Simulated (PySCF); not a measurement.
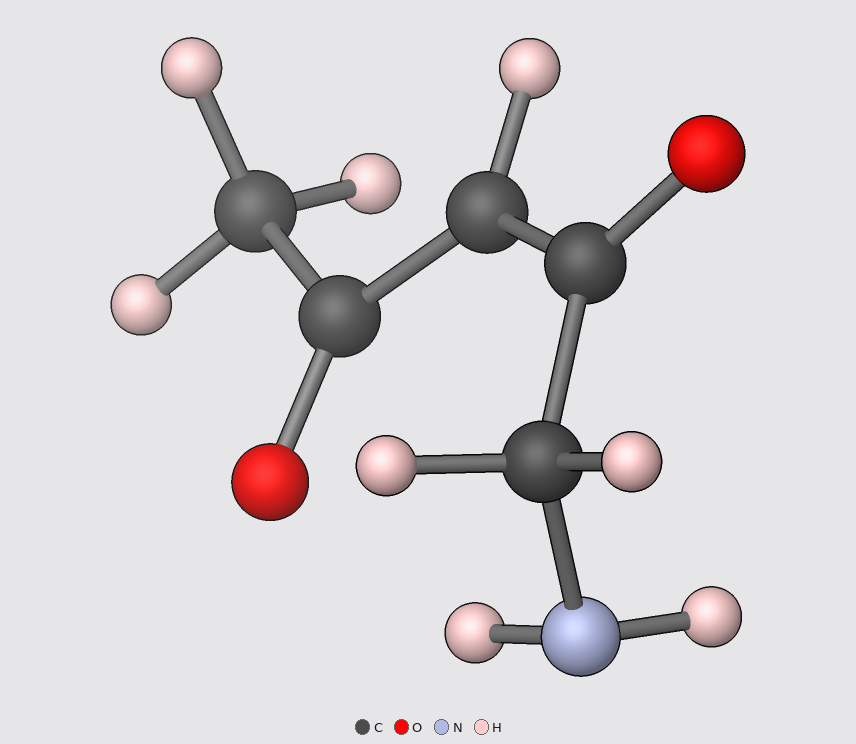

State: charge −1, singlet. The computed structure is the end point of a PBE0-D3(BJ)/def2-SVP optimisation. No frequency run is at hand to confirm it as a minimum.

Draw it as a skeletal formula.

SMILES: CC(=O)/C=C(/[O-])CN

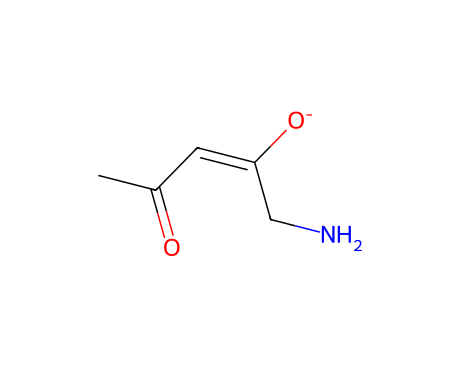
